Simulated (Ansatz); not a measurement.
# CH$_{5}$F$_{2}$NSi: what the fields show

Input file:

```
crystal:
  periodic: [false, false, false]
  atoms:
    - { symbol: F, position_ang: [-1.3554, -2.0748, -0.2302] }
    - { symbol: C, position_ang: [-0.7586, -1.0351, 0.4041] }
    - { symbol: F, position_ang: [0.0348, -1.6183, 1.2896] }
    - { symbol: "N", position_ang: [0.092, -0.3098, -0.5739] }
    - { symbol: Si, position_ang: [0.8685, 1.0793, -0.2125] }
    - { symbol: H, position_ang: [-1.4987, -0.4071, 0.9282] }
    - { symbol: H, position_ang: [-0.5624, -0.1606, -1.3611] }
    - { symbol: H, position_ang: [1.8879, 0.8218, 0.8644] }
    - { symbol: H, position_ang: [-0.1375, 2.0835, 0.3057] }
    - { symbol: H, position_ang: [1.5124, 1.57, -1.4115] }
basis:
  gaussian: { orbitals: def2-SVP }
hamiltonian:
  xc: b3lyp
relax:
  f_tol: 0.02
  max_steps: 50
output:
  orbitals: {}
```

Run with:

```sh
ansatz run input.yaml --threads 2 --pin off --max-ram 3072MiB --backend cpu --events-out ev --progress --plain --runs-dir out
```

The fields are those of the run's last geometry, not of the input's.

These are results of Ansatz 0.2.0, RKS B3LYP/def2-SVP, not measurements.

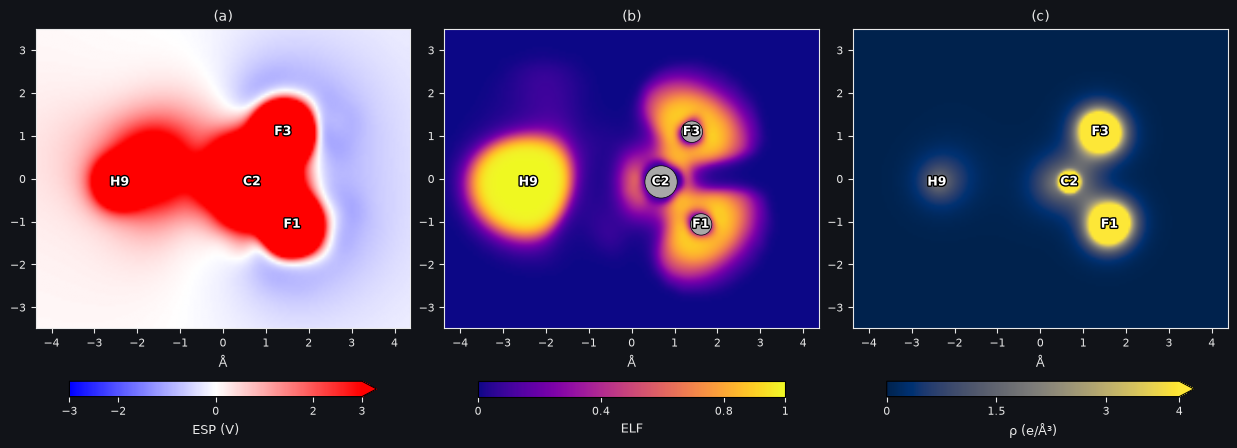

Figure 1. (a) electrostatic potential; (b) electron localisation function; (c) total electron density on the plane of atoms F1, C2 and F3. Grey discs cover the atomic cores in the ELF map.

What do the fields say about this system?

Answer.
- The section cuts through F, C and H sites.
- C–F (1.36 Å): ρ is about 2.2 e/Å³ halfway, with its minimum of 1.7 e/Å³ about 0.5 Å from C; the ELF peaks at about 0.85 between the atoms (a polar covalent bond).
- The ELF also peaks beside F1 and F3, away from the bonds: lone-pair regions.
- Outside the dense part of the molecule the potential is most negative (−1.0 V) near F3.

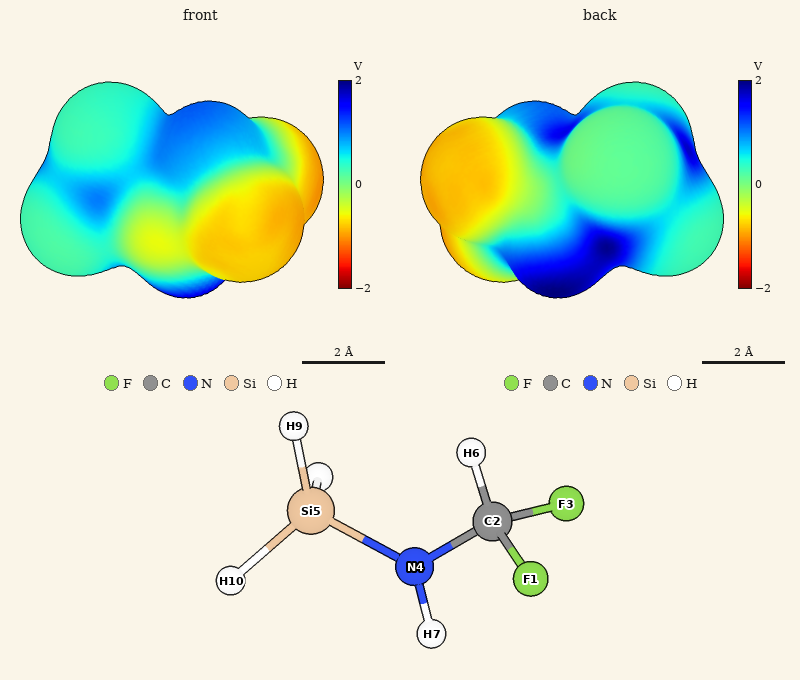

Figure 2. The molecular electrostatic potential painted on the density surface at 0.002 e/bohr³, seen from the front and from behind; red is negative and blue positive. The bare structure is drawn below in the same view.

Where is the surface potential most negative and most positive?

Answer. The most negative region (about −1.0 V) lies over F1 and F3, the most positive (about +1.9 V) over Si5 and H7.

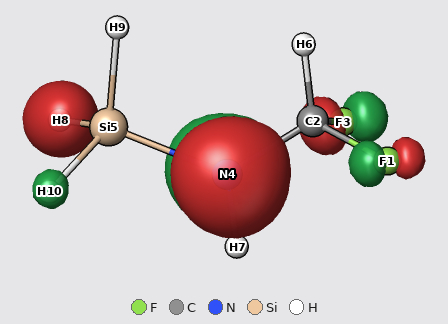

Figure 3. The HOMO at ±0.2 Å⁻³ᐟ² (green and red are the two phases), seen across its widest extent.

What is the character of this orbital?

Answer. It lies mainly on N4 (about 55 %), H8 (about 10 %) and F3 (about 5 %). Its energy is −7.65 eV.

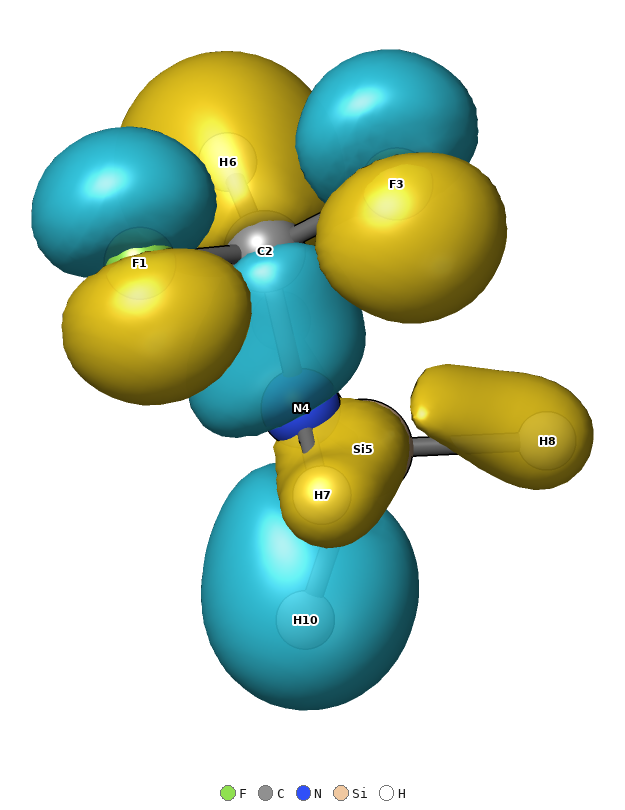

Figure 4. The HOMO−1 at ±0.1 Å⁻³ᐟ² (yellow and cyan are the two phases), seen at an oblique angle.

Where does this orbital lie, and at what energy?

Answer. By Hirshfeld shares it lies mainly on F3 (about 25 %), F1 (about 20 %), C2 (about 15 %), H6 (about 10 %), N4 (about 10 %) and Si5 (about 10 %). Its energy is −9.84 eV.
